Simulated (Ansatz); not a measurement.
```yaml
atoms:
  - { symbol: Si, position_ang: [-0.9038, 0.0239, -0.5107] }
  - { symbol: F, position_ang: [2.3576, 1.2930, -0.5605] }
  - { symbol: H, position_ang: [-0.8866, -0.8299, -1.7255] }
  - { symbol: H, position_ang: [-2.3090, 0.3633, -0.1685] }
  - { symbol: C, position_ang: [-0.0042, -0.7700, 0.9159] }
  - { symbol: H, position_ang: [1.4465, 1.4004, -0.7010] }
  - { symbol: H, position_ang: [-0.2445, 1.3202, -0.8829] }
  - { symbol: H, position_ang: [-0.0201, -0.1204, 1.7937] }
  - { symbol: H, position_ang: [-0.4744, -1.7184, 1.1846] }
  - { symbol: H, position_ang: [1.0384, -0.9621, 0.6549] }
```

The product side of a reaction path; geometry: PBE0-D4/def2-TZVP.

These are results of Ansatz 0.2.0, RKS PBE0-D4/def2-TZVPP, not measurements.

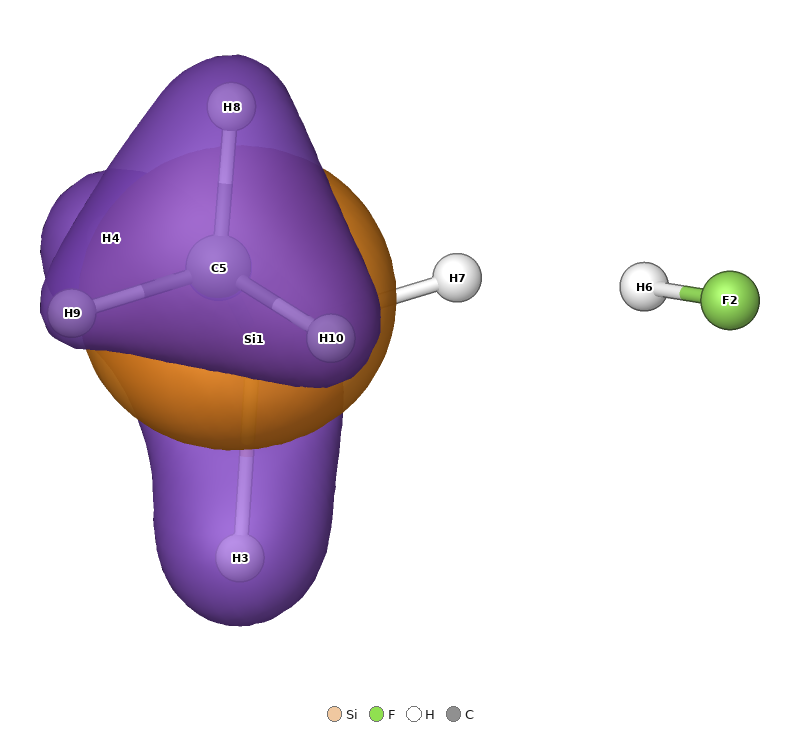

CH$_{6}$Si···HF. The HOMO at ±0.15 Å⁻³ᐟ² (orange and purple are the two phases), seen from one side.

Question: Describe this orbital and give its energy.

Answer: Its weight (Hirshfeld) is mainly on C5 (about 40 %), Si1 (about 30 %) and H3 (about 5 %). Its energy is −9.63 eV.
